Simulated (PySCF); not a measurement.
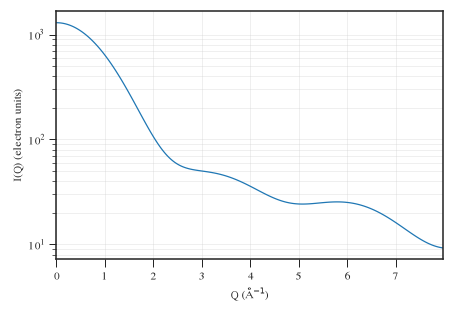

Elastic X-ray scattering of a randomly oriented, rigid molecule, calculated with the Debye equation from neutral-atom form factors (independent atoms, no Compton part, no vibration). The geometry is the end point of an optimisation (PBE0-D3(BJ)/def2-SVP geometry optimisation, gas phase in PySCF); it may be a saddle point or a higher isomer. It contains C, O, N, H.

**How many electrons does the independent-atom model of the molecule hold?**

I(0) is the square of the electron number: I(0) = 1300, so about 36 electrons, the count of C3H3NO.

**What radius of gyration does the initial fall-off give?**

From I(Q) ≈ I(0) exp(−Q²R²/3) at small Q, R ≈ 1.47 Å. It is larger than the electron-weighted radius of the nuclear positions alone (1.27 Å), because each atom's electron cloud adds to it.
